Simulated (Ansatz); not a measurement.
Take SnTe in the rock salt structure (space group Fm-3m, No. 225; a = 6.409 Å) as the base.

It is then changed as follows: full substitution Sn → Pb, then cell and atoms are relaxed.

Method: plane-wave PAW DFT at the PBE level (Ansatz, a first-principles code, 420 eV), scalar-relativistic without spin-orbit coupling.

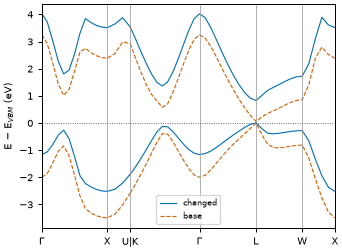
Fig. 1. Highest valence and lowest conduction band along the path, each from its own valence-band maximum

**Question.** Read the changed gap and its character from the plot.

**Answer.** About 0.8 eV, direct at L.

With Pb and Te present, leaving out spin-orbit coupling can change the band edges. Whether these cells are dynamically stable was not tested.
